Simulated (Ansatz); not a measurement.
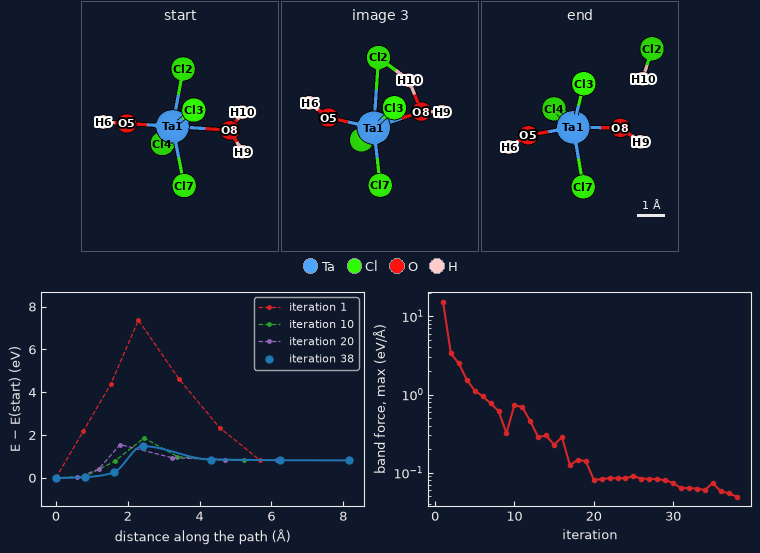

A search for the minimum-energy path of TaH3O2Cl4 by the nudged elastic band. Images are numbered from 0 (start) to 6 (end). The plot follows the band through its iterations. The picture is a ball-and-stick view, seen at a tilt.

Level of theory: Ansatz, RHF/def2-SVP. Run with 5 movable images; climbing image; force threshold 0.05 eV/Å; iteration limit 60; starting path through a guess of the saddle point.

Question: Judge this run.

Answer: The result is final at these settings. The band converged in 38 iterations. The largest component of the band force went from 15 to 0.05 eV/Å. The climbing image converged on the top of the path. Its vibrational analysis gives one imaginary mode (1283i cm⁻¹), as a transition state must have. The first iteration put the highest image at 7.37 eV. Forward barrier 1.49 eV, backward barrier 0.67 eV, with image 3 at the top; the reaction energy is +0.82 eV.

Limits of the set-up: Hartree-Fock leaves out electron correlation.
